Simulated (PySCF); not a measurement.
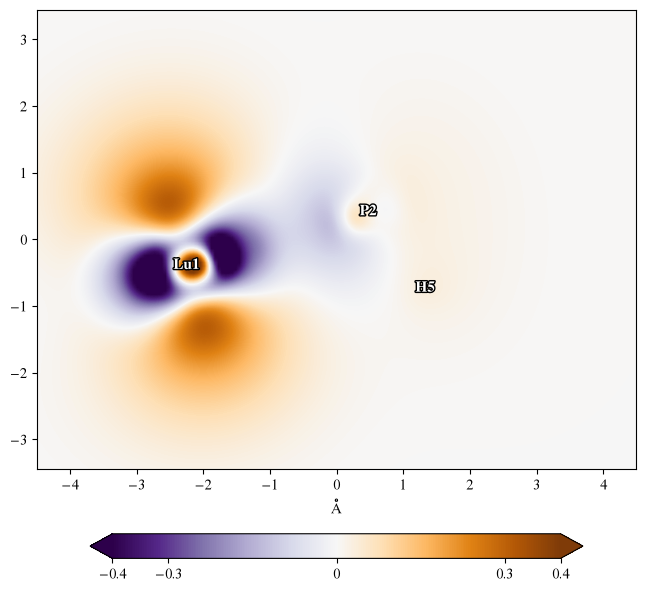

Figure 1: H$_{3}$LuP (charge +3). The LUMO on the plane of atoms Lu1, P2 and H5 (values in Å⁻³ᐟ²; the overall sign is arbitrary).

Level of theory: PySCF 2.14.0, RKS PBE0, Lu def2-SVP with ECP28, P def2-SVP, H def2-SVP; non-relativistic Hamiltonian with scalar-relativistic core potentials where named; density fitting.

```json
{"atom": "Lu", "x (Å)": "0.0000", "y (Å)": "0.0000", "z (Å)": "-0.3409"}
{"atom": "P", "x (Å)": "0.0000", "y (Å)": "0.0000", "z (Å)": "2.5108"}
{"atom": "H", "x (Å)": "1.3413", "y (Å)": "0.0000", "z (Å)": "3.0025"}
{"atom": "H", "x (Å)": "-0.6707", "y (Å)": "1.1616", "z (Å)": "3.0025"}
{"atom": "H", "x (Å)": "-0.6707", "y (Å)": "-1.1616", "z (Å)": "3.0025"}
```

> Describe this orbital and give its energy.

Its weight (Hirshfeld) is mainly on Lu1 (about 95 %). Its energy is −20.01 eV.
